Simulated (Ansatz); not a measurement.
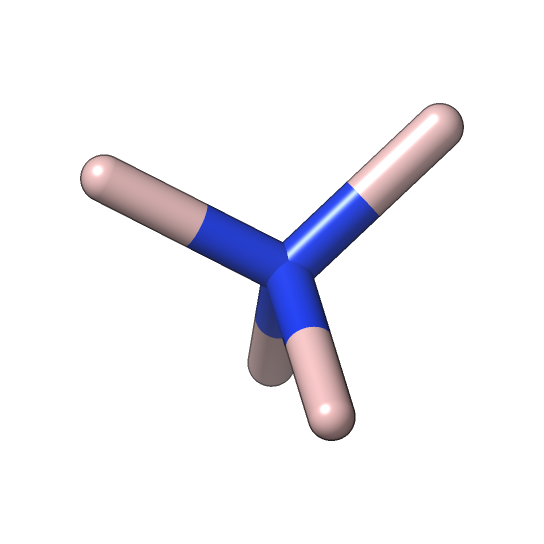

Colours: hydrogen pink, silicon blue.

Give the formula.

Answer. SiH₄, 5 atoms: 1 silicon and 4 hydrogen.

How many sets of symmetry-equivalent atoms are there?

Answer. 2: 4 H, 1 Si.

Give the symmetry (Schoenflies symbol).

Answer. Td.

Count the bonded pairs by element.

Answer. 4 Si–H. Sticks follow a distance rule.

More results for the same structure follow; atom numbers are the same in all pictures, views and colours differ. The computed structure is the end point of a PBE0-D4/def2-TZVP optimisation.

Electronic properties

Properties computed with RKS PBE0-D4/def2-TZVPP (Ansatz 0.2.0).

Estimate the LUMO energy (Kohn–Sham orbital).

Answer. 1.06 eV.

Estimate the HOMO energy (Kohn–Sham orbital).

Answer. −9.86 eV.

Charges

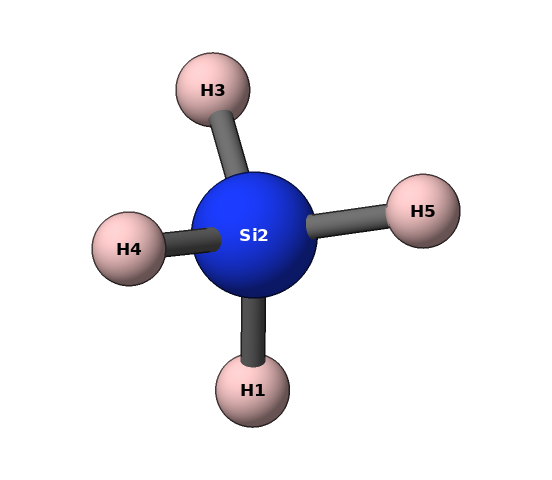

The questions are on Mulliken charges. Method: RKS PBE0-D4/def2-TZVP (Ansatz 0.2.0).

List the Mulliken charges.

```
atom  value (e)
  H1      −0.02
 Si2       0.07
  H3      −0.02
  H4      −0.02
  H5      −0.02
```

Vibrations

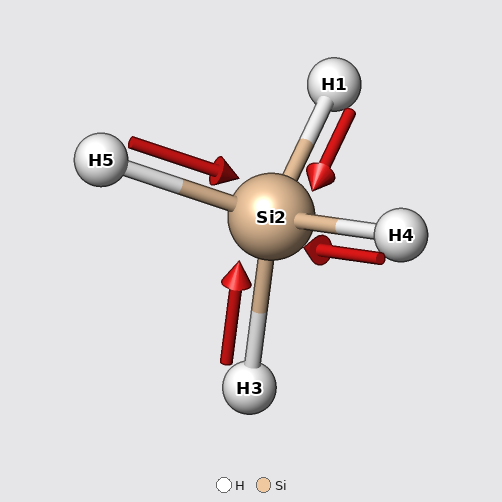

The arrows show one normal mode. Harmonic vibrations computed with RKS PBE0-D4/def2-TZVP (Ansatz 0.2.0) at a stationary point of the same level.

What kind of motion is it?

Answer. Mostly in-phase stretching of 4 Si–H bonds.

Estimate its harmonic wavenumber.

Answer. 2235 cm⁻¹; it is mode 6 of 9 counted from the lowest.

Mulliken values depend strongly on the basis set and can even reverse the polarity of a bond.
